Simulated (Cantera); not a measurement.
Charge: 1 mol B2O3, a varied amount of HF, at 1148.15 K and 1330 Pa.

These are equilibrium values from Cantera (NASA tables, ideal gas, pure condensed phases), not measurements of a reactor. Candidate condensed phases: B, B2O3, B3O3H3, H2O; 43 gas species. Gases not in the tables: H3BO3. Equilibrium is a limit: real reactors are often held back by kinetics, nucleation or transport.

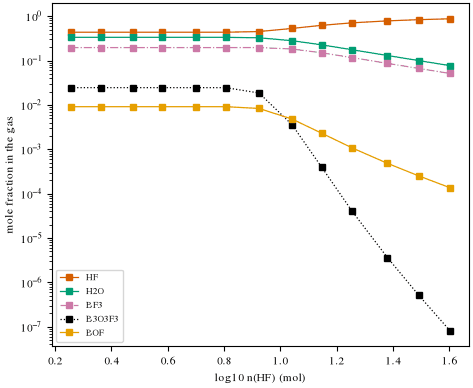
Figure. Equilibrium gas composition (values under 1e-9 drawn at 1e-9)

Q: Read off the mole fractions at 5 mol HF.

A: HF about 0.43, H2O about 0.33, BF3 about 0.20, B3O3F3 about 0.025, BOF about 0.0091.
